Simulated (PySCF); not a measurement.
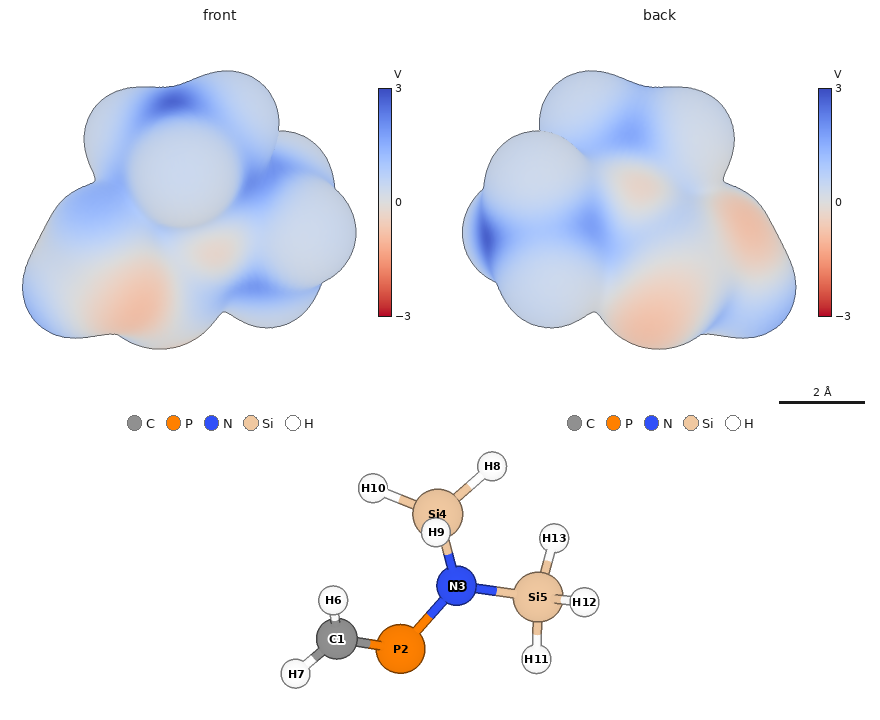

*CH$_{8}$NPSi$_{2}$ (SMILES C=PN([SiH3])[SiH3]). The electrostatic potential painted on the density surface at 0.004 e/bohr³, seen from the front and from behind; the colour scale runs from red (negative) to blue (positive). The bare structure is drawn below in the same view.*

Geometry: GFN2-xTB.

Method: PBE0/pcSseg-1, SCF density, gas phase, non-relativistic (PySCF 2.14.0).

| atom | x (Å) | y (Å) | z (Å) |
| --- | --- | --- | --- |
| C | 2.3292 | -0.0396 | -1.0155 |
| P | 1.1776 | 1.1386 | -0.7820 |
| N | -0.2243 | 0.3419 | -0.2222 |
| Si | -0.4769 | -1.3848 | -0.3221 |
| Si | -1.4335 | 1.3655 | 0.5376 |
| H | 2.2070 | -1.0906 | -0.8209 |
| H | 3.2862 | 0.2749 | -1.3961 |
| H | -1.8964 | -1.5975 | -0.0638 |
| H | 0.3357 | -2.0542 | 0.6967 |
| H | -0.1104 | -1.8026 | -1.6738 |
| H | -0.9565 | 2.7377 | 0.4068 |
| H | -1.5428 | 0.9585 | 1.9393 |
| H | -2.6991 | 1.1525 | -0.1628 |

Question: Which sites attract a positive test charge, and which a negative one?

Answer: A positive charge is drawn to the negative regions and a negative charge to the positive ones. The most negative region (about −0.8 V, or −18 kcal/mol for a unit charge) lies over C1 and P2, the most positive (about +2.5 V, or +58 kcal/mol for a unit charge) over Si4 and Si5.
